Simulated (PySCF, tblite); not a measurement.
# C2H3BO2: dynamics, then NMR shifts and electronic excitations on frames, part 2 of 2

tblite 0.8.0 and PySCF 2.14.0. Atoms count from 0. The steps go on from the part before.

### 9 Shielding tensors: 800 fs, PBE0/pcSseg-1

Job settings and geometry (Å):

```
{"job": {"kind": "nmr", "xc": "PBE0", "basis": "pcSseg-1", "pop": false}, "charge": 0, "multiplicity": 1}
C      1.676300     0.460800    -0.751400
C      0.681500    -0.163700    -0.503500
B     -0.645500    -0.732500    -0.130100
O     -1.542000    -0.111700     0.586200
O     -0.774800    -2.040500    -0.698700
H      2.546100     0.884100    -1.107400
H     -2.401400    -0.461300     0.802300
H     -1.641500    -2.412700    -0.598400
```

With the program's defaults for keys left out, this is: GIAO PBE0/pcSseg-1 NMR shielding, non-relativistic, gas phase.

Output:

```text
coarse grid: 7296 points
cycle   1  E = -252.8414549772  dE =  7.843e-01  |g| = 8.777e-01  |ddm| = 2.581e+00
cycle   2  E = -252.7209572801  dE =  1.205e-01  |g| = 1.198e+00  |ddm| = 1.275e+00
cycle   3  E = -252.9773101397  dE = -2.564e-01  |g| = 1.695e-01  |ddm| = 7.819e-01
cycle   4  E = -252.9831827519  dE = -5.873e-03  |g| = 7.306e-02  |ddm| = 1.508e-01
cycle   5  E = -252.9843636753  dE = -1.181e-03  |g| = 2.082e-02  |ddm| = 5.429e-02
cycle   6  E = -252.9844595258  dE = -9.585e-05  |g| = 6.414e-03  |ddm| = 1.664e-02
cycle   7  E = -252.9844666764  dE = -7.151e-06  |g| = 1.551e-03  |ddm| = 4.019e-03
final grid: 72160 points
cycle   8  E = -253.0333229060  dE = -2.738e-05  |g| = 6.698e-03  |ddm| = 1.949e-02
cycle   9  E = -253.0333157187  dE =  7.187e-06  |g| = 9.379e-03  |ddm| = 8.822e-03
cycle  10  E = -253.0333310768  dE = -1.536e-05  |g| = 6.813e-04  |ddm| = 4.990e-03
cycle  11  E = -253.0333311511  dE = -7.431e-08  |g| = 3.210e-04  |ddm| = 6.019e-04
cycle  12  E = -253.0333311681  dE = -1.697e-08  |g| = 1.455e-04  |ddm| = 2.598e-04
cycle  13  E = -253.0333311728  dE = -4.748e-09  |g| = 4.953e-05  |ddm| = 1.157e-04
cycle  14  E = -253.0333311733  dE = -5.001e-10  |g| = 1.005e-05  |ddm| = 3.343e-05
converged SCF energy = -253.0333311733

GIAO shielding tensors (ppm)
atom      isotropic    diamagn.    paramagn.     s11        s22        s33       span
  0 C       89.707     260.270    -170.562      4.923     19.009    245.189    240.266
  1 C       97.755     258.957    -161.201     -4.704      6.280    291.690    296.394
  2 B       82.893     194.398    -111.506     67.627     84.260     96.791     29.164
  3 O      221.577     387.000    -165.423    130.980    249.881    283.869    152.889
  4 O      203.973     384.753    -180.779     85.565    260.388    265.967    180.402
  5 H       30.547      33.437      -2.891     25.684     25.882     40.075     14.391
  6 H       27.579      30.251      -2.672     22.100     22.667     37.970     15.870
  7 H       28.990      30.518      -1.528     23.710     24.313     38.948     15.238
```

Wall time 3 s (1 thread of Intel Xeon 6975P-C, shared host); peak memory 0.45 GiB.

This run: δ C0 97.2, C1 89.2, B2 17.2, O4 132.1, H6 4.14, H7 2.73 ppm.

### 10 Excited states and response: 800 fs, PBE0/def2-SVPD

Settings changed since step 9:

```diff
@@ -1,2 +1,2 @@
-{"job": {"kind": "nmr", "xc": "PBE0", "basis": "pcSseg-1", "pop": false}, "charge": 0, "multiplicity": 1}
+{"job": {"kind": "uv", "xc": "PBE0", "basis": "def2-SVPD", "nstates": 5, "ntriplets": 0}, "charge": 0, "multiplicity": 1}
 C      1.676300     0.460800    -0.751400
```

With the program's defaults for keys left out, this is: TDDFT PBE0/def2-SVPD, vertical, gas phase, core orbitals frozen in the response.

Output:

```text
coarse grid: 7296 points
cycle   1  E = -252.7009948250  dE =  7.441e-01  |g| = 8.318e-01  |ddm| = 8.367e+00
cycle   2  E = -252.5524284304  dE =  1.486e-01  |g| = 1.205e+00  |ddm| = 2.075e+00
cycle   3  E = -252.8312775309  dE = -2.788e-01  |g| = 1.685e-01  |ddm| = 1.414e+00
cycle   4  E = -252.8373265093  dE = -6.049e-03  |g| = 7.365e-02  |ddm| = 2.573e-01
cycle   5  E = -252.8385386346  dE = -1.212e-03  |g| = 2.168e-02  |ddm| = 8.817e-02
cycle   6  E = -252.8386481933  dE = -1.096e-04  |g| = 6.207e-03  |ddm| = 3.350e-02
cycle   7  E = -252.8386554730  dE = -7.280e-06  |g| = 1.396e-03  |ddm| = 7.233e-03
final grid: 72160 points
cycle   8  E = -252.8867987433  dE = -2.603e-05  |g| = 6.031e-03  |ddm| = 8.110e-02
cycle   9  E = -252.8867919337  dE =  6.810e-06  |g| = 8.651e-03  |ddm| = 1.490e-02
cycle  10  E = -252.8868061136  dE = -1.418e-05  |g| = 6.004e-04  |ddm| = 8.022e-03
cycle  11  E = -252.8868061846  dE = -7.096e-08  |g| = 2.305e-04  |ddm| = 1.103e-03
cycle  12  E = -252.8868061932  dE = -8.604e-09  |g| = 1.006e-04  |ddm| = 3.203e-04
cycle  13  E = -252.8868061951  dE = -1.952e-09  |g| = 1.766e-05  |ddm| = 1.336e-04
cycle  14  E = -252.8868061951  dE = -1.120e-11  |g| = 1.686e-05  |ddm| = 3.685e-05
converged SCF energy = -252.8868061951

Static polarisability (au): isotropic 43.736, principal 30.893 38.793 61.524

Singlet excitations
state   eV       nm        f      main configurations
  1   5.6318    220.2   0.00023   H->L 0.96
  2   6.3278    195.9   0.04511   H-1->L 0.67, H->L+2 0.27
  3   6.8740    180.4   0.00156   H-1->L+2 0.85, H-1->L+4 0.09
  4   7.0023    177.1   0.00669   H->L+1 0.94
  5   7.0666    175.5   0.00126   H-1->L+1 0.93
```

Wall time 4.5 s (1 thread of Intel Xeon 6975P-C, shared host); peak memory 0.56 GiB.

Key values: HOMO -8.17 eV, LUMO -0.49 eV; lowest singlet 5.63 eV.

### 11 Shielding tensors: 1000 fs, PBE0/pcSseg-1

Job settings and geometry (Å):

```
{"job": {"kind": "nmr", "xc": "PBE0", "basis": "pcSseg-1", "pop": false}, "charge": 0, "multiplicity": 1}
C      1.034700     0.545900    -0.859700
C      0.025300     0.069100    -0.389200
B     -1.217400    -0.795800     0.065600
O     -2.295400    -0.190000     0.589000
O     -1.102300    -2.101400    -0.251200
H      1.990200     0.939600    -1.116200
H     -2.913600    -0.739600     1.051200
H     -1.785100    -2.709300     0.216800
```

Method: GIAO PBE0/pcSseg-1 NMR shielding, non-relativistic, gas phase.

Output:

```text
coarse grid: 7296 points
cycle   1  E = -252.8436740986  dE =  6.805e-01  |g| = 8.723e-01  |ddm| = 2.552e+00
cycle   2  E = -252.7354656579  dE =  1.082e-01  |g| = 1.178e+00  |ddm| = 1.302e+00
cycle   3  E = -252.9826137948  dE = -2.471e-01  |g| = 1.298e-01  |ddm| = 7.535e-01
cycle   4  E = -252.9854717792  dE = -2.858e-03  |g| = 7.422e-02  |ddm| = 1.260e-01
cycle   5  E = -252.9867467336  dE = -1.275e-03  |g| = 1.996e-02  |ddm| = 5.530e-02
cycle   6  E = -252.9868419221  dE = -9.519e-05  |g| = 4.087e-03  |ddm| = 1.598e-02
cycle   7  E = -252.9868446384  dE = -2.716e-06  |g| = 1.745e-03  |ddm| = 3.027e-03
final grid: 72160 points
cycle   8  E = -253.0357629817  dE = -2.659e-05  |g| = 7.487e-03  |ddm| = 1.671e-02
cycle   9  E = -253.0357525043  dE =  1.048e-05  |g| = 1.087e-02  |ddm| = 9.612e-03
cycle  10  E = -253.0357730137  dE = -2.051e-05  |g| = 8.108e-04  |ddm| = 5.608e-03
cycle  11  E = -253.0357731329  dE = -1.192e-07  |g| = 3.258e-04  |ddm| = 6.892e-04
cycle  12  E = -253.0357731504  dE = -1.751e-08  |g| = 1.406e-04  |ddm| = 2.710e-04
cycle  13  E = -253.0357731549  dE = -4.476e-09  |g| = 5.130e-05  |ddm| = 1.162e-04
cycle  14  E = -253.0357731554  dE = -5.531e-10  |g| = 1.041e-05  |ddm| = 3.455e-05
converged SCF energy = -253.0357731554

GIAO shielding tensors (ppm)
atom      isotropic    diamagn.    paramagn.     s11        s22        s33       span
  0 C       91.821     263.061    -171.241      6.349     16.451    252.662    246.313
  1 C       95.483     260.912    -165.429     -3.385      0.821    289.013    292.398
  2 B       81.831     194.411    -112.580     62.433     88.255     94.806     32.373
  3 O      222.474     385.660    -163.187    130.161    263.767    273.493    143.332
  4 O      186.486     384.893    -198.406     99.843    219.892    239.724    139.882
  5 H       29.523      32.624      -3.101     24.549     24.843     39.175     14.626
  6 H       28.770      30.137      -1.367     23.137     24.095     39.078     15.942
  7 H       26.591      26.135       0.456     21.556     22.780     35.436     13.880
```

Run time: 3.2 s. Hardware: 1 thread of Intel Xeon 6975P-C, shared host; peak memory 0.45 GiB.

In short: δ C0 95.1, C1 91.4, B2 18.2, O4 149.6, H7 5.13, H6 2.95 ppm.

### 12 Excited states and response: 1000 fs, PBE0/def2-SVPD

Settings changed since step 11:

```diff
@@ -1,2 +1,2 @@
-{"job": {"kind": "nmr", "xc": "PBE0", "basis": "pcSseg-1", "pop": false}, "charge": 0, "multiplicity": 1}
+{"job": {"kind": "uv", "xc": "PBE0", "basis": "def2-SVPD", "nstates": 5, "ntriplets": 0}, "charge": 0, "multiplicity": 1}
 C      1.034700     0.545900    -0.859700
```

Level: TDDFT PBE0/def2-SVPD, vertical, gas phase, core orbitals frozen in the response.

Output:

```text
coarse grid: 7296 points
cycle   1  E = -252.7032684809  dE =  6.411e-01  |g| = 8.281e-01  |ddm| = 6.135e+00
cycle   2  E = -252.5678572821  dE =  1.354e-01  |g| = 1.184e+00  |ddm| = 2.096e+00
cycle   3  E = -252.8367025758  dE = -2.688e-01  |g| = 1.326e-01  |ddm| = 1.251e+00
cycle   4  E = -252.8398763814  dE = -3.174e-03  |g| = 7.611e-02  |ddm| = 2.296e-01
cycle   5  E = -252.8412401426  dE = -1.364e-03  |g| = 2.046e-02  |ddm| = 8.893e-02
cycle   6  E = -252.8413451407  dE = -1.050e-04  |g| = 3.906e-03  |ddm| = 3.054e-02
cycle   7  E = -252.8413477223  dE = -2.582e-06  |g| = 1.712e-03  |ddm| = 5.711e-03
final grid: 72160 points
cycle   8  E = -252.8896311174  dE = -2.579e-05  |g| = 6.940e-03  |ddm| = 6.894e-02
cycle   9  E = -252.8896202981  dE =  1.082e-05  |g| = 1.038e-02  |ddm| = 1.598e-02
cycle  10  E = -252.8896406207  dE = -2.032e-05  |g| = 7.376e-04  |ddm| = 8.639e-03
cycle  11  E = -252.8896407337  dE = -1.130e-07  |g| = 2.665e-04  |ddm| = 1.207e-03
cycle  12  E = -252.8896407455  dE = -1.183e-08  |g| = 1.071e-04  |ddm| = 4.567e-04
cycle  13  E = -252.8896407479  dE = -2.345e-09  |g| = 4.520e-05  |ddm| = 1.455e-04
cycle  14  E = -252.8896407483  dE = -4.613e-10  |g| = 1.319e-05  |ddm| = 5.698e-05
converged SCF energy = -252.8896407483

Static polarisability (au): isotropic 44.775, principal 31.554 38.920 63.849

Singlet excitations
state   eV       nm        f      main configurations
  1   5.5575    223.1   0.00068   H->L+1 0.94
  2   6.2336    198.9   0.03692   H-1->L+1 0.65, H->L+2 0.22
  3   6.6024    187.8   0.01348   H->L 0.86
  4   6.6446    186.6   0.00087   H-1->L 0.78, H-1->L+2 0.12
  5   6.8783    180.3   0.00200   H-1->L+2 0.68, H-1->L 0.16, H-1->L+4 0.13
```

Run time: 4.9 s. Hardware: 1 thread of Intel Xeon 6975P-C, shared host; peak memory 0.56 GiB.

Key values: HOMO -7.97 eV, LUMO -0.52 eV; lowest singlet 5.56 eV.

### 13 Side by side: NMR shifts

Shifts (ppm) of some atoms, chosen among heavy atoms and hydrogens apart, with basis size and wall time:

```
  frame     C0     C1    H7    H5    B2     O3     O4  functions   time
 250 fs   94.5   88.3  3.10  1.63  18.0  131.5  124.2        100  3.2 s
 425 fs   95.1   91.3  2.82  1.79  19.2  120.5  129.0        100  3.1 s
 625 fs  102.0  105.3  4.85  4.06  17.9  122.5  135.7        100    3 s
 800 fs   97.2   89.2  2.73  1.17  17.2  114.5  132.1        100    3 s
1000 fs   95.1   91.4  5.13  2.19  18.2  113.6  149.6        100  3.2 s
```

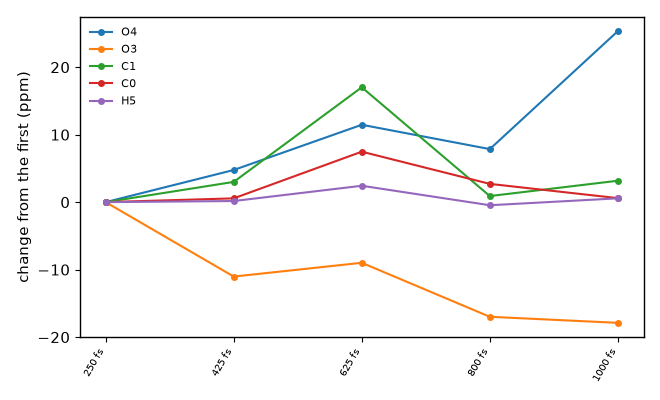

How five of the tabulated atoms move from run to run.

### 14 Run by run: electronic excitations

Excitations and ground-state properties, with basis size and wall time:

```
  frame  lowest singlet (eV)  brightest (eV)      f  gap (eV)  α (Å³)  μ (D)  functions   time
 250 fs                 5.69            6.37  0.045      7.70    6.47   2.36        130    5 s
 425 fs                 5.53            6.24  0.051      7.51    6.61   2.53        130  4.4 s
 625 fs                 5.53            6.06  0.019      7.53    6.61   2.30        130  4.5 s
 800 fs                 5.63            6.33  0.045      7.68    6.48   2.43        130  4.5 s
1000 fs                 5.56            6.23  0.037      7.45    6.63   2.84        130  4.9 s
```

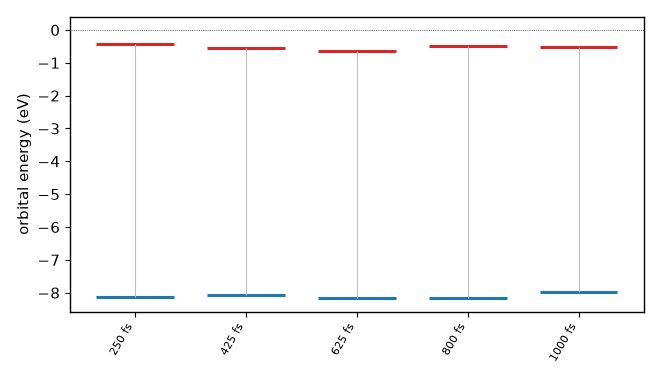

HOMO (blue) and LUMO (red) run by run.

### 15 Results

This closing draws on all 2 parts.

| quantity | value |
| --- | --- |
| thermostat | 300 K |
| mean temperature, second half | 307 K |
| mean potential energy above the minimum | 0.26 eV |
| 13C shifts against TMS (PBE0/pcSseg-1, 250 fs) | 94.5, 88.3 ppm |
| 1H shifts against TMS (PBE0/pcSseg-1, 250 fs) | 3.64, 3.10, 1.63 ppm |
| 11B shifts against BF3·OEt2 (PBE0/pcSseg-1, 250 fs) | 18.0 ppm |
| 17O shifts against H2O (PBE0/pcSseg-1, 250 fs) | 131.5, 124.2 ppm |
| lowest singlet (PBE0/def2-SVPD, 250 fs) | 5.69 eV (218 nm), f = 0.000 |
| brightest single state of those computed | state 2, 6.37 eV, f = 0.045 |
| range of the shift of O4 | 124.2 to 149.6 ppm |
| range of the lowest singlet | 5.53 to 5.69 eV |

What this shows: In the second half the potential energy averages 0.26 eV above the minimum; equipartition over 18 harmonic modes at 300 K would give 0.23 eV. With 8 atoms the temperature swings widely (151 to 514 K). Shifts at one fixed geometry are not the observed spectrum, which averages over the motion. In the first frame run (250 fs): Shielding is most anisotropic at C1 (span 290 ppm, paramagnetic term -159 ppm). The lowest singlet, at 5.69 eV, is HOMO→LUMO 0.63, HOMO→LUMO+1 0.34 and is dark; of the 5 states computed, the strongest absorption comes from state 2 at 6.37 eV. In ppm, O4 moves most: its shift spreads over 25.3 ppm, from 124.2 (250 fs) to 149.6 (1000 fs). The lowest singlet runs from 5.53 eV (425 fs) to 5.69 eV (250 fs), while the orbital gap spans 7.45 to 7.70 eV. The lowest state need not be the same one in every run.
